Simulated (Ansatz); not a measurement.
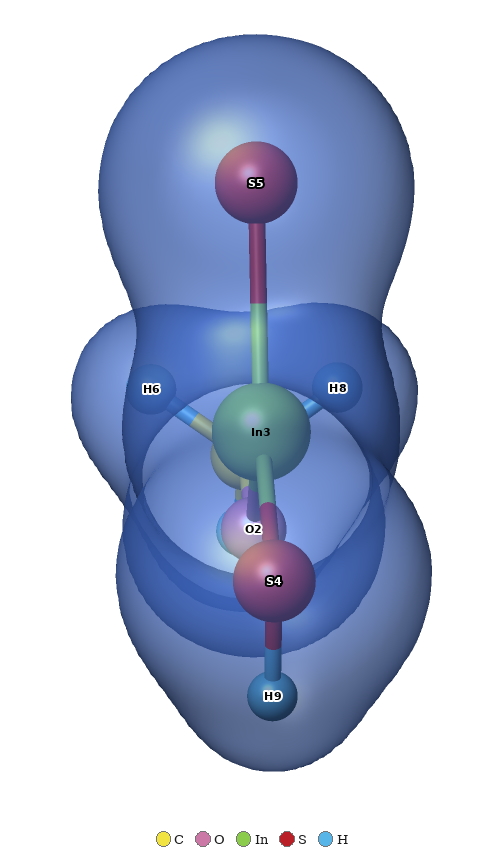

Figure. CH₅InOS₂ (SMILES C[O][In]([SH])[SH]). Isosurface of the electron density at 0.1 e/Å³ (blue), seen at an oblique angle.

Geometry: PBE0-D4/def2-TZVP; core potentials replace the inner electrons of In.

Theory: RKS PBE0-D4/def2-TZVPP (Ansatz).

```csv
atom,x (Å),y (Å),z (Å)
C,-0.0118,0.9762,1.3591
O,-0.1689,-0.3462,0.9196
In,-0.0118,-0.8361,-0.9939
S,-0.3178,-3.1278,-1.4694
S,0.4579,0.8802,-2.5621
H,0.9823,1.3869,1.1320
H,-0.1312,0.9960,2.4475
H,-0.7623,1.6585,0.9353
H,-0.5231,-3.4058,-0.1694
H,0.4867,1.8182,-1.5987
```

**Which contacts does the surface bridge?**

At this value the surface is in one piece. It bridges the sampled C–O (1.40 Å), In–O (1.98 Å), In–S (2.36 Å) and C–H (1.10 Å) contacts, where the density stays above the isovalue. On the grid the lowest density along these lines, outside the cores, is 1.8 e/Å³ (C–O, 1.40 Å), 0.77 e/Å³ (In–O, 1.98 Å), 0.59 e/Å³ (In–S, 2.36 Å) and 1.9 e/Å³ (C–H, 1.10 Å).
